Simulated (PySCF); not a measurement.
# C3H4AlF (SMILES C#[C][Al]([CH3])[F]) at 6 levels

We compute a comparison of 6 runs (HF/3-21G, B2PLYP/cc-pVDZ, B3LYP/cc-pVDZ, BHLYP/cc-pVDZ, BLYP/cc-pVDZ, r2SCAN/cc-pVDZ) of C3H4AlF. Input form: a Python script.

The results are computed with PySCF 2.14.0.

2 further runs of the same task are left out: 2 set aside as unsound or not needed.

## Step 1: Starting point

The species is C3H4AlF (9 atoms), meant as a singlet with charge 0. As SMILES, `C#[C][Al]([CH3])[F]`. The C4–H8 distance was set to 1.969 Å, away from the relaxed value. At this shape a bond of the SMILES string is far longer than usual.

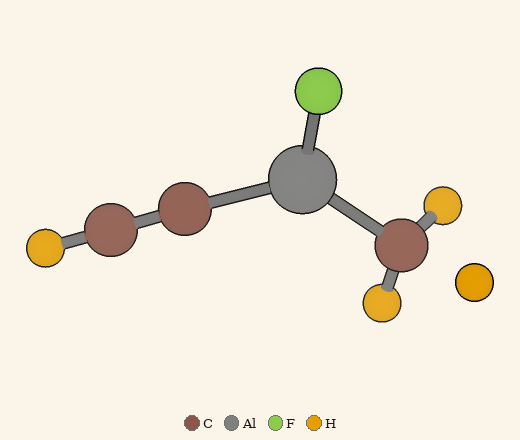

The structure, seen from a chosen angle (carbon brown, aluminium grey, fluorine green, hydrogen amber).

## Step 2: A single-point energy at HF/3-21G (run 1)

File job.py:

```python
from pyscf import gto

mol = gto.Mole()
mol.atom = [
    ('C', (-0.375022, 3.375962, 0.118927)),
    ('C', (-0.284322, 2.237362, -0.280273)),
    ('Al', (-0.183222, 0.427762, -0.851873)),
    ('C', (-1.028222, -1.056138, 0.048827)),
    ('F', (0.696378, 0.145762, -2.218673)),
    ('H', (-0.450622, 4.382262, 0.465127)),
    ('H', (-1.749422, -1.550838, -0.608873)),
    ('H', (0.298900, -2.419800, 0.555700)),
    ('H', (-1.554422, -0.740038, 0.952027)),
]
mol.max_memory = 1860
mol.spin = 0
mol.charge = 0
mol.basis = '3-21g'
mol.verbose = 3
mol.build()

mf = mol.RHF()
mf.conv_tol = 1e-10
mf.kernel()
if not mf.converged:
    mf = mf.newton().run(mf.mo_coeff, mf.mo_occ)

e_tot = mf.e_tot
print('E(%s) = %.9f' % ('HF', e_tot))
```

Run with:

```sh
$ OMP_NUM_THREADS=1 python job.py
```

Output:

```text
converged SCF energy = -454.70048299261
E(HF) = -454.700482993
```

It took 0.93 s on 1 thread of Intel Xeon at 2.70GHz, shared host; peak memory 0.13 GiB.

## Step 3: A single-point energy at B2PLYP/cc-pVDZ (run 2)

File job.py:

```python
from pyscf import gto, dft, mp

system = gto.Mole()
system.atom = '''
C     -0.375022     3.375962     0.118927
C     -0.284322     2.237362    -0.280273
Al    -0.183222     0.427762    -0.851873
C     -1.028222    -1.056138     0.048827
F      0.696378     0.145762    -2.218673
H     -0.450622     4.382262     0.465127
H     -1.749422    -1.550838    -0.608873
H      0.298900    -2.419800     0.555700
H     -1.554422    -0.740038     0.952027
'''
system.verbose = 3
system.charge = 0
system.basis = 'cc-pvdz'
system.max_memory = 1860
system.spin = 0
system.build()

ks = dft.RKS(system, xc='0.53*HF + 0.47*B88, 0.73*LYP')
ks.conv_tol = 1e-10
ks.grids.level = 5
ks.kernel()
if not ks.converged:
    ks = ks.newton().run(ks.mo_coeff, ks.mo_occ)

pt = mp.MP2(ks, frozen=9).run()
energy = ks.e_tot + 0.27 * pt.e_corr
print('PT2 part  %.8f' % (0.27 * pt.e_corr))
print('E(%s) = %.9f' % ('B2PLYP', energy))
```

Run with:

```sh
$ OMP_NUM_THREADS=1 python job.py
```

Output:

```text
converged SCF energy = -458.366066978473
E(RMP2) = -459.176690536861  E_corr = -0.810623558388135
E(SCS-RMP2) = -459.166588159348  E_corr = -0.800521180874465
PT2 part  -0.21886836
E(B2PLYP) = -458.584935339
```

Wall time 26 s (1 thread of Intel Xeon at 2.70GHz, shared host); peak memory 0.48 GiB.

Runs 3 to 4 aren't shown in full; the table further down has their settings and results.

## Step 4: A single-point energy at BLYP/cc-pVDZ (run 5)

File input.py:

```python
from pyscf import gto, dft

mol = gto.M(
    atom='''
C     -0.708689     6.379644     0.224739
C     -0.537291     4.228001    -0.529639
Al    -0.346239     0.808353    -1.609807
C     -1.943058    -1.995812     0.092270
F      1.315964     0.275450    -4.192684
H     -0.851552     8.281275     0.878963
H     -3.305928    -2.930659    -1.150603
H      0.564839    -4.572759     1.050121
H     -2.937432    -1.398469     1.799070
''',
    spin=0,
    basis='cc-pvdz',
    unit='bohr',
    max_memory=1860,
    verbose=4,
)

ks = dft.RKS(mol, xc='blyp')
ks.grids.level = 5
ks.conv_tol = 1e-10
ks.kernel()
if not ks.converged:
    ks = ks.newton().run(ks.mo_coeff, ks.mo_occ)

e_final = ks.e_tot
print('E(%s) = %.9f' % ('BLYP', e_final))
```

Run with:

```sh
$ OMP_NUM_THREADS=1 python input.py
```

Output:

```text
PySCF version 2.14.0

[... 83 lines left out ...]
converged SCF energy = -458.848636381252
E(BLYP) = -458.848636381
```

It took 33 s on 1 thread of Intel Xeon at 2.70GHz, shared host; peak memory 0.48 GiB.

## Step 5: A single-point energy at r2SCAN/cc-pVDZ (run 6)

File geometry.xyz:

```xyz
9

C     -0.375022     3.375962     0.118927
C     -0.284322     2.237362    -0.280273
Al    -0.183222     0.427762    -0.851873
C     -1.028222    -1.056138     0.048827
F      0.696378     0.145762    -2.218673
H     -0.450622     4.382262     0.465127
H     -1.749422    -1.550838    -0.608873
H      0.298900    -2.419800     0.555700
H     -1.554422    -0.740038     0.952027
```

File run.py:

```python
from pyscf import gto, dft

system = gto.M(
    atom='geometry.xyz',
    max_memory=1860,
    verbose=3,
    spin=0,
    basis='cc-pvdz',
)

mf = dft.RKS(system, xc='r2scan')
mf.conv_tol = 1e-10
mf.grids.level = 5
mf.kernel()
if not mf.converged:
    mf = mf.newton().run(mf.mo_coeff, mf.mo_occ)

e_tot = mf.e_tot
print(f'total energy: {e_tot:.8f} hartree')
```

Run with:

```sh
$ OMP_NUM_THREADS=1 python run.py
```

Output:

```text
converged SCF energy = -458.762351810323
total energy: -458.76235181 hartree
```

It took 48 s on 1 thread of Intel Xeon at 2.70GHz, shared host; peak memory 0.53 GiB.

## Step 6: The series

```csv
run,level,frozen core orbitals,integration grid,energy (Eh),dipole moment (D),HOMO energy (eV),LUMO energy (eV),wall time
1,HF/3-21G,–,–,-454.700483,2.86,-10.27,1.25,0.93 s
2,B2PLYP/cc-pVDZ,9,5,-458.584935,2.61,-8.98,-1.15,26 s
3,B3LYP/cc-pVDZ,–,5,-458.927573,2.39,-7.89,-2.62,28 s
4,BHLYP/cc-pVDZ,–,5,-458.788847,2.58,-9.06,-1.45,28 s
5,BLYP/cc-pVDZ,–,5,-458.848636,2.25,-6.78,-3.16,33 s
6,r2SCAN/cc-pVDZ,–,5,-458.762352,2.35,-7.26,-3.19,48 s
```

## Step 7: Summary of results

```
            quantity          value
 run 6: total energy  -458.76235 Eh
run 6: dipole moment         2.35 D
  run 6: HOMO energy       -7.26 eV
  run 6: LUMO energy       -3.19 eV
run 6: HOMO–LUMO gap        4.07 eV
```

In words: The dipole moment (its size) runs from 2.25 D (BLYP/cc-pVDZ) to 2.86 D (HF/3-21G). The two ends differ in method and basis. The HOMO–LUMO gap runs from 3.62 eV (BLYP/cc-pVDZ) to 11.52 eV (HF/3-21G). Totals of different functionals can't be ranked against each other. All runs together took 2.7 min, the longest 48 s.
